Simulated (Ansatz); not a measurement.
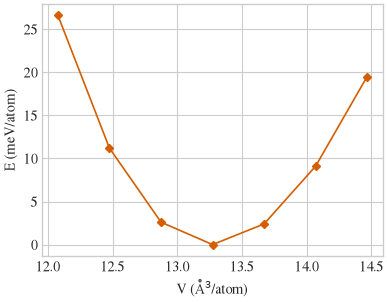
Fig. 1. Li2Pt in space group P6/mmm (No. 191; Pt on 1a, Li on 2d) under volume change, the program Ansatz at the r²SCAN level (PAW), shape and atoms relaxed at each volume.

Problem. What does a third-order Birch–Murnaghan fit give for V₀, B₀ and B′?

Solution. V₀ = 13.27 Å³/atom, B₀ = 67.5 GPa, B′ = 4.1.

The workflow started from an entry of the Crystallography Open Database (COD). Its standing as an ambient phase is unchecked. Symmetry was held in the r²SCAN relaxation; its stability against distortions is not shown here. No spin polarisation was allowed. Spin–orbit coupling is left out wherever it is not named.

Potentials: the later of the program's two PAW sets.
